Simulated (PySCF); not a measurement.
**NMR shielding calculation, with input and output: C4H11O (charge +1)**

System: C4H11O, charge +1.
Method: GIAO PBE0/pcSseg-1 NMR shielding, non-relativistic, gas phase (PySCF 2.14.0).

The geometry comes from this level: B3LYP-D3(BJ)/def2-SVP. Figures and captions count atoms from 1; the log counts them from 0 in places.

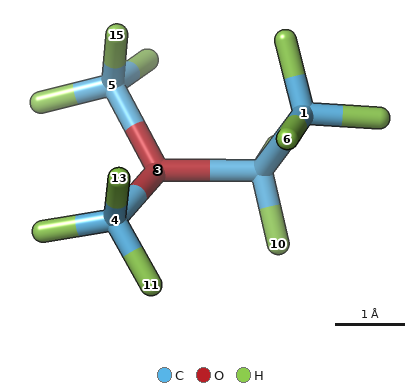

*The structure as given in the input (stick view, seen at a tilt; atoms are numbered from 1 in the order of the input).*

Bond lengths as drawn: C–C 1.51 Å, C–H 1.10 Å and C–O 1.47 to 1.51 Å.

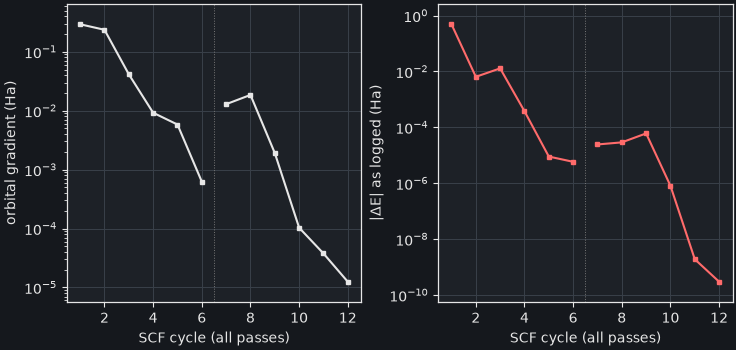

*Convergence of the self-consistent field: orbital gradient and size of the energy change against the SCF cycle. The dotted line marks the change from a coarse to the final integration grid.*

The first 6 cycles use a coarse grid, the final grid takes over at cycle 7, and the field converges after 12 cycles in all.

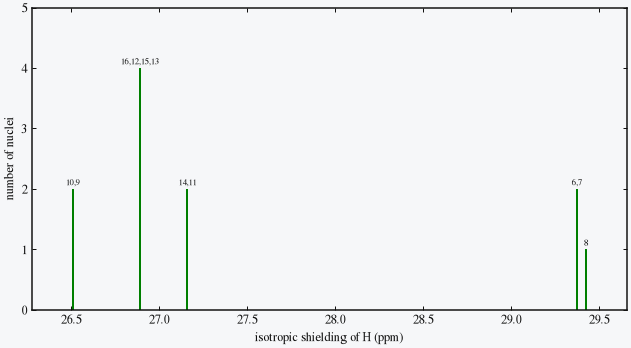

*Isotropic shieldings of the hydrogen nuclei in this fixed geometry, labelled by atom number; shielding grows to the right, so chemical shift grows to the left.*

The least shielded is H10 (26.5 ppm), the most shielded H8 (29.4 ppm).

The input and output of the run follow.

**Input file**
```
{"job": {"kind": "nmr", "xc": "PBE0", "basis": "pcSseg-1", "pop": false}, "charge": 1, "multiplicity": 1}
C      1.748305    -0.142737     0.219574
C      0.866299     0.376757    -0.885372
O     -0.602806     0.189267    -0.606743
C     -1.113352    -1.185298    -0.654803
C     -1.189205     1.034331     0.440145
H      1.641779    -1.226957     0.370803
H      1.584455     0.381609     1.172316
H      2.792725     0.042690    -0.078338
H      0.952851     1.458142    -1.048778
H      1.006194    -0.140912    -1.842683
H     -0.674512    -1.652263    -1.542800
H     -2.201716    -1.109933    -0.757473
H     -0.831244    -1.715730     0.264452
H     -0.803147     2.046760     0.280098
H     -0.909851     0.644734     1.428352
H     -2.274374     1.008483     0.289552
```

The first line tells a small driver script what to run in PySCF; the rest is the geometry in Å.

Command:
```bash
OMP_NUM_THREADS=1 python <driver script> task.json out
```

**What the program printed**
```
coarse grid: 12256 points
cycle   1  E = -233.5982295026  dE =  4.871e-01  |g| = 2.930e-01  |ddm| = 3.096e+00
cycle   2  E = -233.6046515079  dE = -6.422e-03  |g| = 2.360e-01  |ddm| = 4.552e-01
cycle   3  E = -233.6174942989  dE = -1.284e-02  |g| = 4.147e-02  |ddm| = 1.884e-01
cycle   4  E = -233.6178702102  dE = -3.759e-04  |g| = 9.221e-03  |ddm| = 2.973e-02
cycle   5  E = -233.6178791944  dE = -8.984e-06  |g| = 5.816e-03  |ddm| = 7.380e-03
cycle   6  E = -233.6178850143  dE = -5.820e-06  |g| = 6.237e-04  |ddm| = 3.153e-03
final grid: 115136 points
cycle   7  E = -233.6598800085  dE = -2.433e-05  |g| = 1.289e-02  |ddm| = 2.185e-02
cycle   8  E = -233.6598511224  dE =  2.889e-05  |g| = 1.851e-02  |ddm| = 1.498e-02
cycle   9  E = -233.6599115960  dE = -6.047e-05  |g| = 1.909e-03  |ddm| = 8.819e-03
cycle  10  E = -233.6599123999  dE = -8.039e-07  |g| = 1.032e-04  |ddm| = 1.348e-03
cycle  11  E = -233.6599124018  dE = -1.898e-09  |g| = 3.770e-05  |ddm| = 1.061e-04
cycle  12  E = -233.6599124021  dE = -2.974e-10  |g| = 1.249e-05  |ddm| = 3.470e-05
converged SCF energy = -233.6599124021

GIAO shielding tensors (ppm)
atom      isotropic    diamagn.    paramagn.     s11        s22        s33       span
  0 C      174.570     250.325     -75.755    161.492    178.574    183.644     22.151
  1 C       85.030     250.421    -165.390     36.426     49.587    169.079    132.653
  2 O      297.493     402.596    -105.103    226.482    325.329    340.667    114.185
  3 C      109.654     250.251    -140.596     62.597     82.516    183.850    121.253
  4 C      109.530     250.662    -141.133     62.298     82.423    183.868    121.570
  5 H       29.371      30.254      -0.883     24.993     28.293     34.829      9.836
  6 H       29.378      30.434      -1.057     24.994     28.305     34.833      9.839
  7 H       29.428      27.179       2.248     25.358     25.657     37.268     11.910
  8 H       26.513      30.774      -4.260     21.908     26.283     31.350      9.442
  9 H       26.507      30.647      -4.140     21.902     26.276     31.343      9.441
 10 H       27.165      29.529      -2.363     23.731     24.422     33.344      9.613
 11 H       26.883      28.829      -1.946     23.403     24.341     32.904      9.501
 12 H       26.905      30.816      -3.910     23.312     25.006     32.398      9.085
 13 H       27.157      29.828      -2.671     23.725     24.412     33.333      9.608
 14 H       26.894      31.049      -4.155     23.302     24.991     32.388      9.086
 15 H       26.879      29.047      -2.167     23.401     24.337     32.900      9.499
```

**Summary**

```tsv
quantity	value
outcome	converged
total energy	−233.659912 hartree
HOMO	−14.56 eV
LUMO	−4.30 eV
isotropic shielding, C	85.0 to 174.6 ppm
isotropic shielding, O	297.5 ppm
isotropic shielding, H	26.5 to 29.4 ppm
hardware	1 CPU thread, shared host
wall time	8.9 s
peak memory	0.7 GiB
```
